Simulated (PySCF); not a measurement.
Molecule: Ge(OH)(NH2), SMILES [NH2][Ge][OH] (H₃GeNO). Atoms near the plane z = 0.0 Å, at the PBE0/def2-SVP optimised geometry (x, y, z in Å): Ge1 (-0.5, -1.3, 0.0), O2 (1.3, -1.3, 0.0), H3 (1.7, -0.4, 0.0), N4 (-0.8, 0.5, 0.0), H5 (-0.1, 1.3, 0.0), H6 (-1.7, 0.9, 0.0).

Method: PBE0/def2-TZVP (PySCF). Cells within 0.4 Å of a nucleus heavier than hydrogen are left out (blank, or x). The values are rescaled to run from 0 to 1.

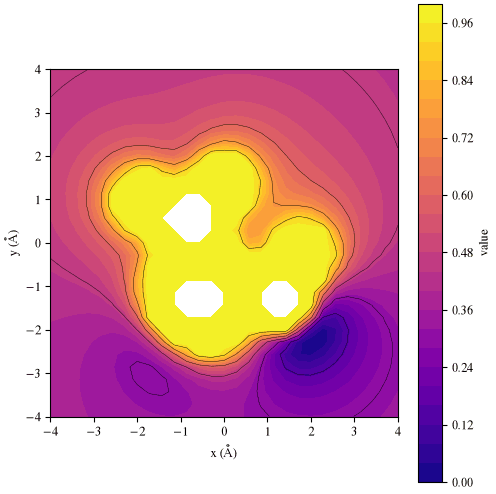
Fig. 1. a field on the plane z = 0.0 Å.

Question: Which quantity is mapped?
(A) electrostatic potential
(B) Laplacian of the electron density
(C) deformation density (molecule minus spherical neutral atoms)
(D) log10 of the electron density

Answer: A, electrostatic potential. In full: electrostatic potential (hartree/e), clipped to [-0.08, 0.12].
